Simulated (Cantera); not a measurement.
Feed: 1 mol SiF4, 0.4 mol N2, held at 2.90 mbar.

Method: chemical equilibrium by Gibbs-energy minimisation in Cantera with the NASA 1993 tables (ideal gas, pure condensed phases). Candidate condensed phases: Si, Si3N4; 16 gas species. The tables' values for SiF3 are old estimates; treat these amounts as uncertain. Rates play no part.

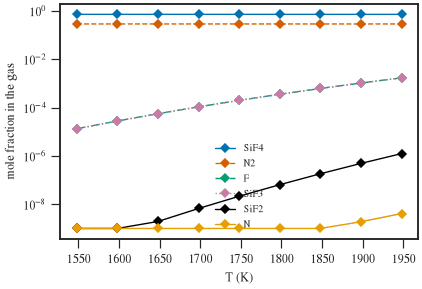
Figure: Equilibrium gas composition (values under 1e-9 drawn at 1e-9)

Read off the mole fractions at 1798 K.

SiF4 about 0.71, N2 about 0.29, F about 0.00035, SiF3 about 0.00035, SiF2 about 6.5e-8.
